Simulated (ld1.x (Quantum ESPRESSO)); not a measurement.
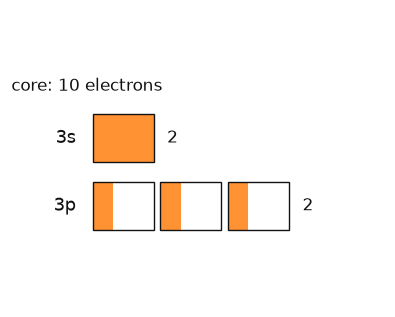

*The valence shells of the reference configuration: a box for each of the 2l + 1 orbitals, shaded by the share of the shell that is filled, with the electron count at the right.*

# Pseudopotential generation for P (part 1 of 2)

System: phosphorus (P, Z = 15), core [Ne], reference valence 3s2 3p2 (an ion of charge +1), valence charge 5.
Method: RRKJ potential, LDA (PZ), scalar-relativistic, made with ld1.x (Quantum ESPRESSO) 7.5.

### Output
```
     Program LD1 v.7.5
     --------------------------- All-electron run ----------------------------

     P
     scalar relativistic calculation

     atomic number is 15.00
     dft =PZ   lsd =0 sic =0 latt =0  beta=0.20 tr2=1.0E-14
     Exchange-correlation= PZ
                           (   1   1   0   0   0   0   0)
     mesh =1147 r(mesh) = 101.18493 a.u. xmin = -7.00 dx = 0.01250
     1 Ry =  13.60569312 eV, c = 137.03599908

     n l     nl                  e(Ry)          e(Ha)          e(eV)
     1 0     1S 1( 2.00)      -153.3858       -76.6929     -2086.9205
     2 0     2S 1( 2.00)       -13.5066        -6.7533      -183.7662
     2 1     2P 1( 6.00)        -9.9341        -4.9671      -135.1604
     3 0     3S 1( 2.00)        -1.7144        -0.8572       -23.3254
     3 1     3P 1( 2.00)        -1.0515        -0.5257       -14.3064

     final scf error:  3.9E-15 reached in  19 iterations

     Etot =    -680.852182 Ry,    -340.426091 Ha,   -9263.465844 eV

     Ekin =     682.422331 Ry,     341.211166 Ha,    9284.828822 eV
     Encl =   -1615.963698 Ry,    -807.981849 Ha,  -21986.306173 eV
     Eh   =     295.808627 Ry,     147.904314 Ha,    4024.681404 eV
     Exc  =     -43.119442 Ry,     -21.559721 Ha,    -586.669897 eV

     normalization and overlap integrals

     s(1S/1S) =  1.000000  <r> =   0.1039  <r2> =    0.0145  r(max) =   0.0675
     s(2S/2S) =  1.000000  <r> =   0.5218  <r2> =    0.3248  r(max) =   0.4187
     s(2P/2P) =  1.000000  <r> =   0.4859  <r2> =    0.2966  r(max) =   0.3515
     s(3S/3S) =  1.000000  <r> =   1.8183  <r2> =    3.8217  r(max) =   1.5364
     s(3P/3P) =  1.000000  <r> =   2.1336  <r2> =    5.3548  r(max) =   1.7410

     ------------------------ End of All-electron run ------------------------

     --------------------- Generating NC pseudopotential ---------------------

      Generating local pot.: lloc=2, matching radius rcloc =   1.8000

      Computing core charge for nlcc:

       r > 0.99 : true rho core
       r < 0.99 : rho core = a sin(br)/r    a=   4.08  b=   2.73

      Integrated core pseudo-charge :   1.90

      Wfc   3S  rcut= 1.339  Estimated cut-off energy=       67.56 Ry
      This function has    0 nodes for 0 < r <    1.339

      Wfc   3P  rcut= 1.719  Estimated cut-off energy=       58.66 Ry
      This function has    0 nodes for 0 < r <    1.719

     ------------------- End of pseudopotential generation -------------------

     --------------------------- All-electron run ----------------------------

     P
     scalar relativistic calculation

     atomic number is 15.00
     dft =PZ   lsd =0 sic =0 latt =0  beta=0.20 tr2=1.0E-14
     Exchange-correlation= PZ
                           (   1   1   0   0   0   0   0)
     mesh =1147 r(mesh) = 101.18493 a.u. xmin = -7.00 dx = 0.01250
     1 Ry =  13.60569312 eV, c = 137.03599908

     n l     nl                  e(Ry)          e(Ha)          e(eV)
     1 0     1S 1( 2.00)      -153.3858       -76.6929     -2086.9205
     2 0     2S 1( 2.00)       -13.5066        -6.7533      -183.7662
     2 1     2P 1( 6.00)        -9.9341        -4.9671      -135.1604
     3 0     3S 1( 2.00)        -1.7144        -0.8572       -23.3254
     3 1     3P 1( 2.00)        -1.0515        -0.5257       -14.3064

     final scf error:  3.9E-15 reached in  19 iterations

     Etot =    -680.852182 Ry,    -340.426091 Ha,   -9263.465844 eV

     Ekin =     682.422331 Ry,     341.211166 Ha,    9284.828822 eV
     Encl =   -1615.963698 Ry,    -807.981849 Ha,  -21986.306173 eV
     Eh   =     295.808627 Ry,     147.904314 Ha,    4024.681404 eV
     Exc  =     -43.119442 Ry,     -21.559721 Ha,    -586.669897 eV

     normalization and overlap integrals

     s(1S/1S) =  1.000000  <r> =   0.1039  <r2> =    0.0145  r(max) =   0.0675
     s(2S/2S) =  1.000000  <r> =   0.5218  <r2> =    0.3248  r(max) =   0.4187
     s(2P/2P) =  1.000000  <r> =   0.4859  <r2> =    0.2966  r(max) =   0.3515
     s(3S/3S) =  1.000000  <r> =   1.8183  <r2> =    3.8217  r(max) =   1.5364
     s(3P/3P) =  1.000000  <r> =   2.1336  <r2> =    5.3548  r(max) =   1.7410

     ------------------------ End of All-electron run ------------------------

     Computing logarithmic derivative in   1.96054
     Computing logarithmic derivative in   1.96054
     Computing the partial wave expansion
     R is outside the sphere for l=    0 j= 0.00
     R is outside the sphere for l=    1 j= 0.00
       no projector for channel:   2

     ---------------------- Testing the pseudopotential ----------------------

     P
     scalar relativistic calculation

     atomic number is 15.00   valence charge is  5.00
     dft =PZ   lsd =0 sic =0 latt =0  beta=0.20 tr2=1.0E-14
     mesh =1147 r(mesh) = 101.18493 xmin = -7.00 dx = 0.01250

     n l     nl             e AE (Ry)        e PS (Ry)    De AE-PS (Ry)
     1 0     3S   1( 2.00)       -1.71439       -1.71439        0.00001
     2 1     3P   1( 2.00)       -1.05150       -1.05150        0.00000

     eps = 1.4E-15  iter =  3

     Etot =    -680.852182 Ry,    -340.426091 Ha,   -9263.465844 eV
     Etotps =   -14.385636 Ry,      -7.192818 Ha,    -195.726548 eV

     Ekin =       4.032893 Ry,       2.016447 Ha,      54.870309 eV
     Encl =     -23.787359 Ry,     -11.893679 Ha,    -323.643506 eV
     Ehrt =       7.285901 Ry,       3.642951 Ha,      99.129735 eV
     Ecxc =      -4.890953 Ry,      -2.445477 Ha,     -66.544812 eV
     (Ecc =      -2.184242 Ry,      -1.092121 Ha,     -29.718124 eV)
     Epseu=       2.973882 Ry,       1.486941 Ha,      40.461726 eV

     ---------------------- End of pseudopotential test ----------------------
```

### Output of the test run (extracts)
```
     ---------------------- Testing the pseudopotential ----------------------

     P
     scalar relativistic calculation

     atomic number is 15.00   valence charge is  5.00
     dft =PZ   lsd =0 sic =0 latt =0  beta=0.20 tr2=1.0E-14
     mesh =1147 r(mesh) = 101.18493 xmin = -7.00 dx = 0.01250

     n l     nl             e AE (Ry)        e PS (Ry)    De AE-PS (Ry)
     1 0     3S   1( 2.00)       -1.71439       -1.71439        0.00001
     2 1     3P   1( 2.00)       -1.05150       -1.05150        0.00000

     eps = 7.2E-15  iter =  9

     Etot =    -680.852182 Ry,    -340.426091 Ha,   -9263.465844 eV
     Etotps =   -14.385636 Ry,      -7.192818 Ha,    -195.726543 eV

     Ekin =       4.032894 Ry,       2.016447 Ha,      54.870313 eV
     Encl =     -23.787359 Ry,     -11.893679 Ha,    -323.643504 eV
     Ehrt =       7.285901 Ry,       3.642951 Ha,      99.129734 eV
     Ecxc =      -4.890953 Ry,      -2.445477 Ha,     -66.544811 eV
     (Ecc =      -2.184242 Ry,      -1.092121 Ha,     -29.718124 eV)
     Epseu=       2.973882 Ry,       1.486941 Ha,      40.461725 eV

     ---------------------- End of pseudopotential test ----------------------

     ---------------------- Testing the pseudopotential ----------------------

     P
     scalar relativistic calculation

     atomic number is 15.00   valence charge is  5.00
     dft =PZ   lsd =0 sic =0 latt =0  beta=0.20 tr2=1.0E-14
     mesh =1147 r(mesh) = 101.18493 xmin = -7.00 dx = 0.01250

     n l     nl             e AE (Ry)        e PS (Ry)    De AE-PS (Ry)
     1 0     3S   1( 2.00)       -1.03053       -1.03115        0.00061
     2 1     3P   1( 3.00)       -0.41179       -0.41220        0.00041

     eps = 4.9E-15  iter = 20

     Etot =    -681.573995 Ry,    -340.786998 Ha,   -9273.286620 eV
     Etotps =   -15.107807 Ry,      -7.553904 Ha,    -205.552187 eV
     dEtot_ae =      -0.721814 Ry
     dEtot_ps =      -0.722171 Ry,   Delta E=       0.000358 Ry

     Ekin =       4.588228 Ry,       2.294114 Ha,      62.426022 eV
     Encl =     -27.637165 Ry,     -13.818583 Ha,    -376.022788 eV
     Ehrt =      10.400744 Ry,       5.200372 Ha,     141.509326 eV
     Ecxc =      -5.431763 Ry,      -2.715881 Ha,     -73.902894 eV
     (Ecc =      -2.184242 Ry,      -1.092121 Ha,     -29.718124 eV)
     Epseu=       2.972149 Ry,       1.486075 Ha,      40.438147 eV

     ---------------------- End of pseudopotential test ----------------------

     ---------------------- Testing the pseudopotential ----------------------

     P
     scalar relativistic calculation

     atomic number is 15.00   valence charge is  5.00
     dft =PZ   lsd =0 sic =0 latt =0  beta=0.20 tr2=1.0E-14
     mesh =1147 r(mesh) = 101.18493 xmin = -7.00 dx = 0.01250

     n l     nl             e AE (Ry)        e PS (Ry)    De AE-PS (Ry)
     1 0     3S   1( 2.00)       -2.50017       -2.49778       -0.00239
     2 1     3P   1( 1.00)       -1.79307       -1.79068       -0.00239

     eps = 2.2E-15  iter =  7

     Etot =    -679.437371 Ry,    -339.718686 Ha,   -9244.216371 eV
     Etotps =   -12.971721 Ry,      -6.485860 Ha,    -176.489253 eV
     dEtot_ae =       1.414810 Ry
     dEtot_ps =       1.413915 Ry,   Delta E=       0.000895 Ry

     Ekin =       3.099452 Ry,       1.549726 Ha,      42.170196 eV
     Encl =     -19.132918 Ry,      -9.566459 Ha,    -260.316609 eV
     Ehrt =       4.439758 Ry,       2.219879 Ha,      60.405989 eV
     Ecxc =      -4.264452 Ry,      -2.132226 Ha,     -58.020819 eV
     (Ecc =      -2.184242 Ry,      -1.092121 Ha,     -29.718124 eV)
     Epseu=       2.886438 Ry,       1.443219 Ha,      39.271990 eV

     ---------------------- End of pseudopotential test ----------------------

     ---------------------- Testing the pseudopotential ----------------------

     P
     scalar relativistic calculation

     atomic number is 15.00   valence charge is  5.00
     dft =PZ   lsd =0 sic =0 latt =0  beta=0.20 tr2=1.0E-14
     mesh =1147 r(mesh) = 101.18493 xmin = -7.00 dx = 0.01250

     n l     nl             e AE (Ry)        e PS (Ry)    De AE-PS (Ry)
     1 0     3S   1( 2.00)       -3.36238       -3.35482       -0.00756  !
     2 1     3P   1( 0.00)       -2.61283       -2.60451       -0.00831  !

     eps = 2.6E-17  iter =  9

     Etot =    -677.240161 Ry,    -338.620080 Ha,   -9214.321795 eV
     Etotps =   -10.779381 Ry,      -5.389690 Ha,    -146.660949 eV
     dEtot_ae =       3.612021 Ry
     dEtot_ps =       3.606255 Ry,   Delta E=       0.005766 Ry

     Ekin =       1.779162 Ry,       0.889581 Ha,      24.206738 eV
     Encl =     -13.784056 Ry,      -6.892028 Ha,    -187.541635 eV
     Ehrt =       2.145214 Ry,       1.072607 Ha,      29.187123 eV
     Ecxc =      -3.595925 Ry,      -1.797963 Ha,     -48.925053 eV
     (Ecc =      -2.184242 Ry,      -1.092121 Ha,     -29.718124 eV)
     Epseu=       2.676224 Ry,       1.338112 Ha,      36.411878 eV

     ---------------------- End of pseudopotential test ----------------------

     ---------------------- Testing the pseudopotential ----------------------

     P
     scalar relativistic calculation

     atomic number is 15.00   valence charge is  5.00
     dft =PZ   lsd =0 sic =0 latt =0  beta=0.20 tr2=1.0E-14
     mesh =1147 r(mesh) = 101.18493 xmin = -7.00 dx = 0.01250

     n l     nl             e AE (Ry)        e PS (Ry)    De AE-PS (Ry)
     1 0     3S   1( 1.00)       -4.31285       -4.30248       -0.01037  !
     2 1     3P   1( 0.00)       -3.52267       -3.50733       -0.01535  !

     eps = 3.9E-18  iter =  7

     Etot =    -673.404313 Ry,    -336.702156 Ha,   -9162.132429 eV
     Etotps =    -6.952788 Ry,      -3.476394 Ha,     -94.597496 eV
     dEtot_ae =       7.447869 Ry
     dEtot_ps =       7.432848 Ry,   Delta E=       0.015021 Ry

     Ekin =       0.952532 Ry,       0.476266 Ha,      12.959855 eV
     Encl =      -7.240043 Ry,      -3.620021 Ha,     -98.505799 eV
     Ehrt =       0.561767 Ry,       0.280884 Ha,       7.643232 eV
     Ecxc =      -2.855687 Ry,      -1.427844 Ha,     -38.853603 eV
     (Ecc =      -2.184242 Ry,      -1.092121 Ha,     -29.718124 eV)
     Epseu=       1.628643 Ry,       0.814322 Ha,      22.158820 eV

     ---------------------- End of pseudopotential test ----------------------

     ---------------------- Testing the pseudopotential ----------------------

     P
     scalar relativistic calculation

     atomic number is 15.00   valence charge is  5.00
     dft =PZ   lsd =0 sic =0 latt =0  beta=0.20 tr2=1.0E-14
     mesh =1147 r(mesh) = 101.18493 xmin = -7.00 dx = 0.01250

     n l     nl             e AE (Ry)        e PS (Ry)    De AE-PS (Ry)
     1 0     3S   1( 1.00)       -1.08248       -1.08318        0.00069
     2 1     3P   1( 4.00)       -0.45253       -0.45280        0.00027

     eps = 4.5E-15  iter = 20

     Etot =    -680.949551 Ry,    -340.474776 Ha,   -9264.790627 eV
     Etotps =   -14.483053 Ry,      -7.241527 Ha,    -197.051981 eV
     dEtot_ae =      -0.097370 Ry
     dEtot_ps =      -0.097418 Ry,   Delta E=       0.000048 Ry

     Ekin =       5.151381 Ry,       2.575691 Ha,      70.088116 eV
     Encl =     -27.026172 Ry,     -13.513086 Ha,    -367.709797 eV
     Ehrt =      10.167974 Ry,       5.083987 Ha,     138.342339 eV
     Ecxc =      -5.351964 Ry,      -2.675982 Ha,     -72.817175 eV
     (Ecc =      -2.184242 Ry,      -1.092121 Ha,     -29.718124 eV)
     Epseu=       2.575726 Ry,       1.287863 Ha,      35.044537 eV

     ---------------------- End of pseudopotential test ----------------------

     ---------------------- Testing the pseudopotential ----------------------

     P
     scalar relativistic calculation

     atomic number is 15.00   valence charge is  5.00
     dft =PZ   lsd =0 sic =0 latt =0  beta=0.20 tr2=1.0E-14
     mesh =1147 r(mesh) = 101.18493 xmin = -7.00 dx = 0.01250

     n l     nl             e AE (Ry)        e PS (Ry)    De AE-PS (Ry)
     1 0     3S   1( 2.00)       -1.35757       -1.35804        0.00047
     2 1     3P   1( 2.50)       -0.71699       -0.71736        0.00037

     eps = 1.5E-15  iter = 14

     Etot =    -681.293153 Ry,    -340.646577 Ha,   -9269.465571 eV
     Etotps =   -14.826744 Ry,      -7.413372 Ha,    -201.728125 eV
     dEtot_ae =      -0.440972 Ry
     dEtot_ps =      -0.441108 Ry,   Delta E=       0.000136 Ry

     Ekin =       4.357536 Ry,       2.178768 Ha,      59.287302 eV
     Encl =     -25.823202 Ry,     -12.911601 Ha,    -351.342563 eV
     Ehrt =       8.832646 Ry,       4.416323 Ha,     120.174274 eV
     Ecxc =      -5.175318 Ry,      -2.587659 Ha,     -70.413783 eV
     (Ecc =      -2.184242 Ry,      -1.092121 Ha,     -29.718124 eV)
     Epseu=       2.981593 Ry,       1.490797 Ha,      40.566645 eV

     ---------------------- End of pseudopotential test ----------------------
```

(Continued in part 2.) Outcome of the run: generated, with a spurious state above the valence levels.
